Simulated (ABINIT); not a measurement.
# Quasiparticle gap of NaHF2 (R-3m) in ABINIT, part 3 of 3

How does a plane-wave GW calculation on NaHF2 (R-3m) run from the first input to the gap?

ABINIT 10.8.3; PBEsol and many-body steps on it, plane waves. Known limits of the many-body steps: not at the basis limit.

So far. Step 4 (Empty states on the mesh, 4×4×4 mesh, 47 bands): On this mesh the gap is 6.931 eV. Step 5 (Screening, 4×4×4 mesh, 43 bands, screening to 106.1 eV): Local fields lower ε∞ by 4 %.

## (6) Self-energy, 4×4×4 mesh, 43 bands, screening to 106.1 eV

The self-energy is evaluated for the states that the input lists, and the levels follow from it, in one-shot runs by the linearised quasiparticle equation.

This step: G0W0 on PBEsol, plane waves, norm-conserving pseudopotentials.

Input file run.abi:

```
acell 3*1.0 Angstrom
rprim 
  1.737000000015 1.002857417591 4.583333333300
  -1.737000000015 1.002857417591 4.583333333300
  -0.000000000000 -2.005714835182 4.583333333300
ntypat 3
znucl 11 1 9
natom 4
typat 1 2 3 3
xred 
  0.000000000000 0.000000000000 0.000000000000
  0.500000000000 0.500000000000 0.500000000000
  0.417600000000 0.417600000000 0.417600000000
  0.582400000000 0.582400000000 0.582400000000
pp_dirpath "pseudos"
pseudos "Na.upf, H.upf, F.upf"
ecut 38
ngkpt 4 4 4
nshiftk 1
shiftk 0 0 0
kptopt 1
chksymbreak 0
istwfk *1
occopt 1
irdwfk 1
optdriver 4
nband 43
gwcalctyp 0
ecutsigx 38
symsigma 1
nkptgw 2
kptgw 
  0.5000000000 0.5000000000 0.5000000000
  0.0000000000 0.0000000000 0.0000000000
bdgw 
  11 14
  10 14
ecuteps 3.9
irdscr 1
ppmodel 1
indata_prefix "in"
outdata_prefix "out"
tmpdata_prefix "tmp"
```

The run is started by

```sh
> OMP_NUM_THREADS=1 mpirun -n 4 abinit run.abi > log
```

Numbers of over 12 decimals in the logs are rounded to 6 here.

Log:

```text
.Version 10.8.3 of ABINIT. v10.8.2 released Aug 2026.

 Symmetries : space group R-3 m (#166); Bravais hR (rhombohedral)
[... echo of the input left out ...]
== DATASET  1 ==================================================================
-   mpi_nproc: 4, omp_nthreads: 1 (-1 if OMP is not activated)

--- !DatasetInfo
iteration_state: {dtset: 1, }
dimensions: {natom: 4, nkpt: 13, mband: 43, nsppol: 1, nspinor: 1, nspden: 1, mpw: 3640, }
cutoff_energies: {ecut:  38.0, pawecutdg:  -1.0, }
electrons: {nelect:   2.40000000E+01, charge:   0.00000000E+00, occopt:   1.00000000E+00, tsmear:   1.00000000E-02, }

 SIGMA: Calculation of the GW corrections

 Based on a program developped by R.W. Godby, V. Olevano, G. Onida, and L. Reining.
 Incorporated in ABINIT by V. Olevano, G.-M. Rignanese, and M. Torrent.
.Using double precision arithmetic ; gwpc =  8

[... cell and pseudopotentials left out ...]
--------------------------------------------------------------------------------

 ==== K-mesh for the wavefunctions ====
 Number of points in the irreducible wedge :    13
[... list of points left out ...]
 Together with 12 symmetry operations and time-reversal symmetry
 yields    64 points in the full Brillouin Zone.

 ==== Q-mesh for screening function ====
 Number of points in the irreducible wedge :    13
[... list of points left out ...]
 Together with 12 symmetry operations and time-reversal symmetry
 yields    64 points in the full Brillouin Zone.

 vcoul_init : cutoff-mode = AUXILIARY_FUNCTION
 q-points for optical limit:   1
     1)      0.000010    0.000020    0.000030
 setmesh: FFT mesh size selected  =    54x   54x   54
          total number of points  =       157464

 Number of electrons calculated from density =   24.0000; Expected =   24.0000
 average of density, n =  0.074241
 r_s =    1.4760
 omega_plasma =   26.2831 [eV]

 === KS Band Gaps ===
  >>>> For spin  1
   Minimum direct gap =   7.1316 [eV], located at k-point      :   0.0000  0.0000  0.0000
   Fundamental gap    =   6.9313 [eV], Top of valence bands at :   0.5000  0.5000  0.5000
                                       Bottom of conduction at :   0.0000  0.0000  0.0000
 SIGMA fundamental parameters:
 PLASMON POLE MODEL  1
 number of plane-waves for SigmaX                 3607
 number of plane-waves for SigmaC and W            109
 number of plane-waves for wavefunctions          3607
 number of bands                                    43
 number of independent spin polarizations            1
 number of spinorial components                      1
 number of k-points in IBZ                          13
 number of q-points in IBZ                          13
 number of symmetry operations                      12
 number of k-points in BZ                           64
 number of q-points in BZ                           64
 number of frequencies for dSigma/dE                 9
 frequency step for dSigma/dE [eV]                0.25
 number of omega for Sigma on real axis              0
 max omega for Sigma on real axis  [eV]           0.00
 zcut for avoiding poles [eV]                     0.10

 EPSILON^-1 parameters (SCR file):
 dimension of the eps^-1 matrix on file            109
 dimension of the eps^-1 matrix used               109
 number of plane-waves for wavefunctions          3607
 number of bands                                    43
 number of q-points in IBZ                          13
 number of frequencies                               2
 number of real frequencies                          1
 number of imag frequencies                          1

 matrix elements of self-energy operator (all in [eV])

 Perturbative Calculation

--- !SelfEnergy_ee
iteration_state: {dtset: 1, }
kpoint     : [   0.500,    0.500,    0.500, ]
spin       : 1
KS_gap     :    8.690
QP_gap     :   13.302
Delta_QP_KS:    4.611
data: !SigmaeeData |
     Band     E0 <VxcDFT>   SigX SigC(E0)      Z dSigC/dE  Sig(E)    E-E0       E
       11  -3.442 -22.457 -30.582   4.624   0.835  -0.198 -25.380  -2.923  -6.365
       12  -3.442 -22.457 -30.582   4.624   0.835  -0.198 -25.380  -2.923  -6.365
       13   5.248  -7.722  -3.833  -2.044   0.915  -0.093  -6.034   1.689   6.937
       14   6.328 -10.325  -5.836  -2.087   0.906  -0.103  -8.148   2.177   8.505

--- !SelfEnergy_ee
iteration_state: {dtset: 1, }
kpoint     : [   0.000,    0.000,    0.000, ]
spin       : 1
KS_gap     :    7.132
QP_gap     :   11.431
Delta_QP_KS:    4.299
data: !SigmaeeData |
     Band     E0 <VxcDFT>   SigX SigC(E0)      Z dSigC/dE  Sig(E)    E-E0       E
       10  -3.668 -22.031 -30.205   4.602   0.835  -0.198 -25.012  -2.981  -6.649
       11  -3.668 -22.031 -30.205   4.602   0.835  -0.198 -25.012  -2.981  -6.649
       12  -3.642 -23.108 -30.379   4.166   0.842  -0.187 -25.723  -2.616  -6.258
       13   3.489  -8.257  -4.342  -2.078   0.916  -0.092  -6.574   1.683   5.173
       14   9.789  -7.583  -3.079  -2.287   0.914  -0.094  -5.557   2.026  11.815

== END DATASET(S) ==============================================================
================================================================================

 -outvars: echo values of variables after computation  --------
           etotal      0.0000000000E+00
            nband          43
             nkpt          13
          spgroup         166
 [... the other variables as echoed above ...]

 Calculation completed.
```

Elapsed: 5 s, on 4 MPI ranks of Arm Neoverse V1, shared host; peak memory 1.1 GiB; 20 s of CPU time.

Numbers from this step:

- G0W0 gap on the points computed: 11.43 eV
- starting gap on the mesh: 6.931 eV
- k of the valence top: 0, 0, 0
- k of the conduction bottom: 0, 0, 0
- Z at the valence top: 0.842
- Z at the conduction bottom: 0.916
- least direct G0W0 gap on the computed points: 11.43 eV

The gap on the mesh goes from 6.93 eV to 11.43 eV, a correction of +4.50 eV.

Limits: finite bands, cutoff and mesh. v1 is the top filled band, c1 the lowest empty one. The levels before and after the correction (eV, zero at the valence-band top of each column):

```
           conduction bottom  valence top
Kohn-Sham               6.93         0.00
     G0W0              11.43         0.00
```

```
             level  energy (eV)
Kohn-Sham  Γ v3-v2       -0.226
Kohn-Sham     Γ v1       -0.200
Kohn-Sham     Γ c1        6.931
Kohn-Sham     Γ c2       13.231
     G0W0  Γ v3-v2       -0.391
     G0W0     Γ v1        0.000
     G0W0     Γ c1       11.431
     G0W0     Γ c2       18.073
```

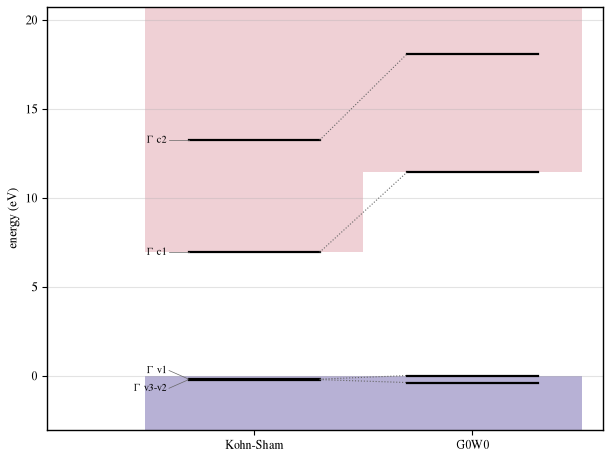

Levels before and after the correction. Shaded: valence and conduction bands.

## (7) Where the time went

Times are wall times on 4 MPI ranks of Arm Neoverse V1, shared host, good to a factor of about two.

```
                          step  time  share  memory (GiB)
                  ground state  73 s   47 %          0.44
bands along the symmetry lines  23 s   15 %          0.35
      empty states on the mesh  18 s   11 %          0.32
                     screening  36 s   23 %           1.2
                   self-energy   5 s    3 %           1.1
```

## (8) Summary of results

| Quantity | Value |
| --- | --- |
| PBEsol gap | 6.93 eV, indirect |
| G0W0 gap on the mesh | 11.43 eV |
| GW settings | 4×4×4 mesh, 43 bands, screening to 106.1 eV, Godby-Needs plasmon pole |
| known limits | not at the basis limit |

What this shows: G0W0 moves the gap on the mesh from 6.93 eV to 11.43 eV (+4.50 eV), with Z of 0.84 and 0.92 at the edges. Local fields lower the RPA ε∞ on this mesh from 1.73 to 1.66. Only 2 of the mesh's irreducible points were corrected, so a valley elsewhere could overtake. The dearest step here is «ground state». Bands and cutoff are finite, so the gap is not at the basis limit. The miss can reach some tenths of an eV and take either sign; the mesh is an error of its own. In the G0W0 run levels were corrected at 2 k points alone, so a gap called «on the mesh» is the least over those, and an edge elsewhere would be missed.

[Paths, hosts, dates, memory and timing lines, banners, echoed tables and standing remarks are left out of the program output.]

[Logs are printed without paths, hosts, clocks, repeated set-up lines and the standing remarks that a program may print on its own settings, such as how far it seeks lower states.]

[Runs of the session that timed out or met a known fault of the program may be left out.]

[Hosts, paths, dates, database ids (printed as entryN), source tags and the programs' standing remarks are cut or masked in the printed files.]

[G0W0 gaps are taken among the corrected bands and points alone; a level outside them can change the order at an edge.]

[Where Ansatz stands beside ABINIT at settings called matched, ABINIT's density can come from a denser mesh and the files from another edition; pairs whose starting gaps differed by over 0.03 eV were left out, so agreement reads better than it is.]
